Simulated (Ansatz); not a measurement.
## Electronic structure of CH3GaO···HCl in real space

Input

```
crystal:
  periodic: [false, false, false]
  atoms:
    - { symbol: Ga, position_ang: [-0.965984, -0.402099, 0.708913] }
    - { symbol: Cl, position_ang: [2.417006, -1.390338, 0.395299] }
    - { symbol: O, position_ang: [-1.395605, 0.404856, -0.96959] }
    - { symbol: C, position_ang: [-0.134641, 0.843852, -0.582989] }
    - { symbol: H, position_ang: [1.427746, -0.517949, 0.575573] }
    - { symbol: H, position_ang: [-2.05932, -1.326004, 1.311468] }
    - { symbol: H, position_ang: [-0.029465, 1.90772, -0.270081] }
    - { symbol: H, position_ang: [0.740162, 0.480061, -1.168593] }
basis:
  gaussian: { orbitals: def2-SVP }
hamiltonian:
  xc: pbe
relax:
  f_tol: 0.03
  max_steps: 50
output:
  orbitals: {}
```

Command:

```sh
ansatz run input.yaml --threads 2 --pin off --max-ram 3072MiB --backend cpu --events-out ev --progress --plain --runs-dir out
```

The fields are those of the relaxed geometry.

Method: RKS PBE/def2-SVP (Ansatz 0.2.0).

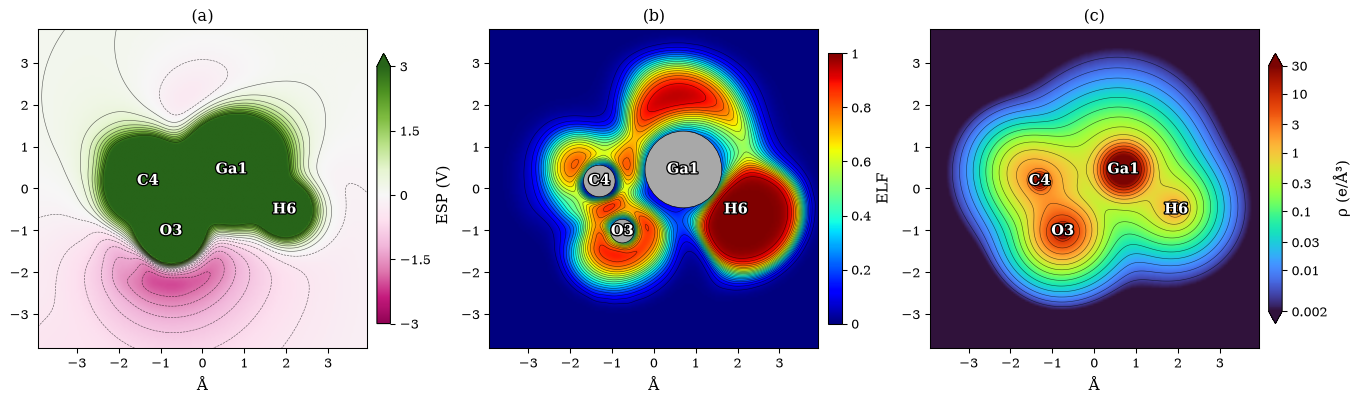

Figure 1. (a) molecular electrostatic potential; (b) electron localisation function; (c) electron density on the plane of atoms O3, Ga1 and H6. Grey discs cover the atomic cores in the ELF map.

**What does the map show?**

- The section cuts through Ga, O, C and H sites.
- C–O (1.33 Å): ρ is about 2.5 e/Å³ halfway; the ELF peaks at about 0.85 between the atoms: a polar covalent bond.
- C–Ga (2.03 Å): the density is about 0.61 e/Å³ at the midpoint; the ELF peaks at about 0.75 in the valence shell of C, 0.7 Å from its nucleus, and is about 0.40 at the midpoint.
- Ga–O (2.07 Å): ρ at the midpoint is about 0.46 e/Å³; the ELF peaks at about 0.80 in the valence shell of O, 0.5 Å from its nucleus, and is about 0.15 at the midpoint.
- Ga–H (1.58 Å): ρ is about 0.94 e/Å³ halfway; the ELF climbs to about 1 towards the hydrogen.
- The ELF also peaks beside O3, away from the bonds: lone-pair regions.
- Outside the dense part of the complex the potential is most negative (−2.1 V) near O3.

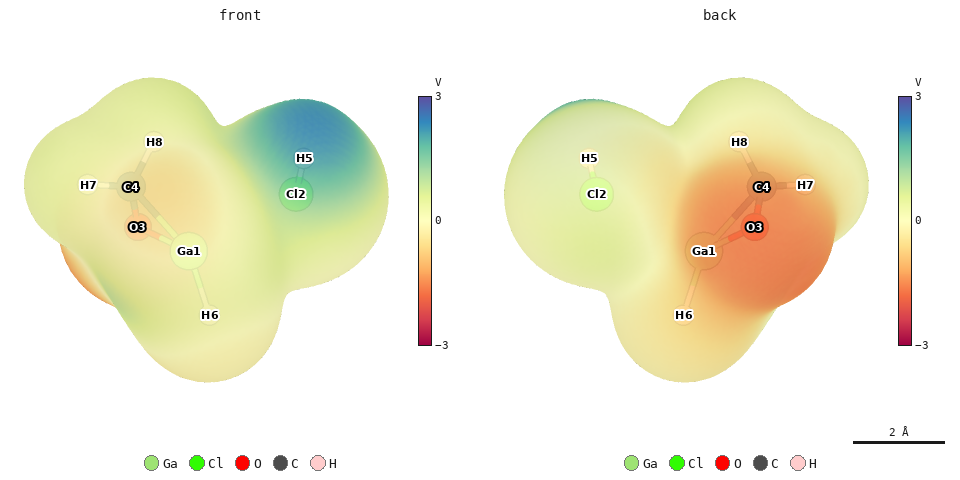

Figure 2. The electrostatic potential painted on the density surface at 0.001 e/bohr³, seen from the front and from behind; red is negative and blue positive.

**Which sites attract a positive test charge, and which a negative one?**

A positive charge is drawn to the negative regions and a negative charge to the positive ones. The most negative region (about −1.7 V) lies over O3, the most positive (about +2.3 V) over H5. Cl2 shows a σ-hole: about +0.5 V at the tip opposite its bond, against about +0.1 V on its flanks. O3 is the likeliest acceptor of a hydrogen bond.

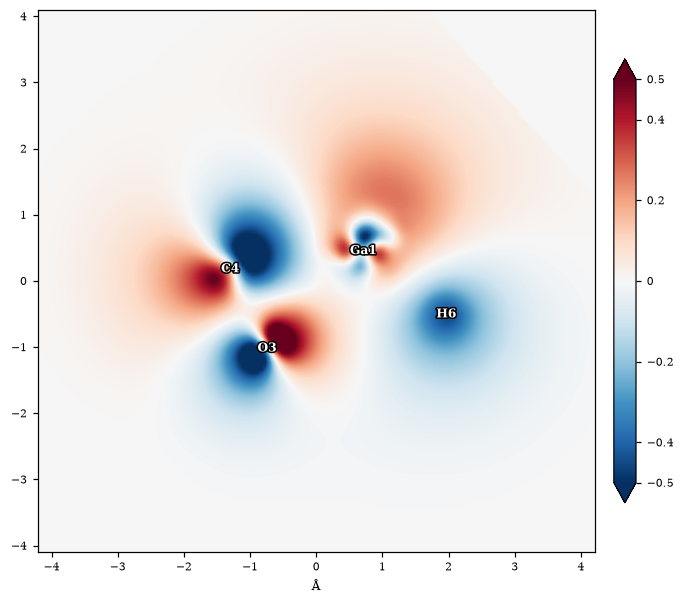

Figure 3. The LUMO on the plane of atoms O3, Ga1 and H6 (values in Å⁻³ᐟ²; the overall sign is arbitrary).

**What is the character of this orbital?**

By Hirshfeld shares it lies mainly on Ga1 (about 35 %), C4 (about 25 %), O3 (about 15 %) and H6 (about 10 %). Its energy is −2.08 eV.
